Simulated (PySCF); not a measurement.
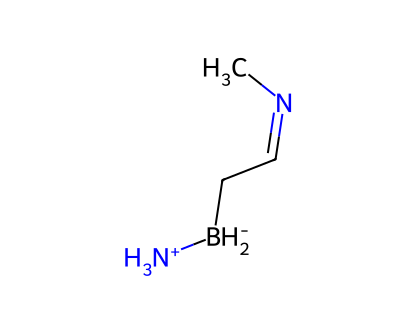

Computed geometry: GFN2-xTB optimisation. No frequency run is at hand to confirm it as a minimum. Level of theory: PBE0/def2-SVPD, gas phase (PySCF 2.14.0). Excitations: vertical, linear response.

Question: Give the LUMO energy (Kohn–Sham orbital) at this level.

Answer: −0.28 eV.

Question: Give the lowest vertical singlet excitation at this level.

Answer: 4.82 eV.

Question: Give the mean static polarisability at this level.

Answer: 72.7 bohr³.

Question: What is the HOMO energy (Kohn–Sham orbital)?

Answer: −6.59 eV.

The geometry is semi-empirical. Around B such bond lengths and angles can be off by a tenth of an ångström or more and by several degrees, and values that hang on the shape move with them.
